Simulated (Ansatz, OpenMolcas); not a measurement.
A ladder of methods for Si2H4OF2 (SMILES O[SiH](F)[SiH2]F)

Si2H4OF2: 9 atoms, total charge 0, spin state singlet. SMILES: `O[SiH](F)[SiH2]F`. The coordinates come from a PBE0-D4/def2-TZVP relaxation. This is one conformer, not always the lowest.

Each level gives the vertical ionisation energy (to the doublet cation) (eV). The values are calculated.

| level | kind | program | value (eV) | CPU time (all runs) |
| --- | --- | --- | --- | --- |
| BLYP/def2-SVP | GGA | OpenMolcas | 9.73 | 1.8 min |
| revPBE/def2-SVP | GGA | Ansatz | 9.82 | 23 s |
| B3LYP/def2-SVP | global hybrid | Ansatz | 10.30 | 29 s |
| M06-2X/def2-SVP | hybrid meta-GGA | OpenMolcas | 10.59 | 1.9 min |
| r2SCAN0/def2-SVP | hybrid meta-GGA | Ansatz | 10.49 | 64 s |
| PBE-QIDH/def2-SVP | double hybrid | Ansatz | 10.65 | 41 s |
| MP2/def2-SVP | perturbation theory | Ansatz | 10.43 | 11 s |
| CCSD/def2-SVP | coupled cluster or CI | Ansatz | 10.51 | 2.3 min |

The values span 9.73 to 10.65 eV. Times are those of the runs behind each value, whatever else they computed, on shared processors of several kinds: orders of magnitude only.

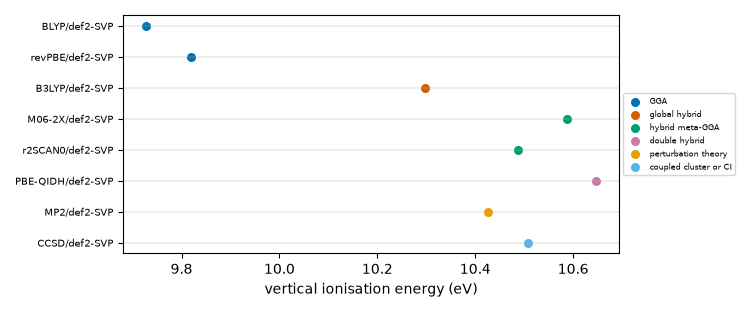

The values of the table, level by level.
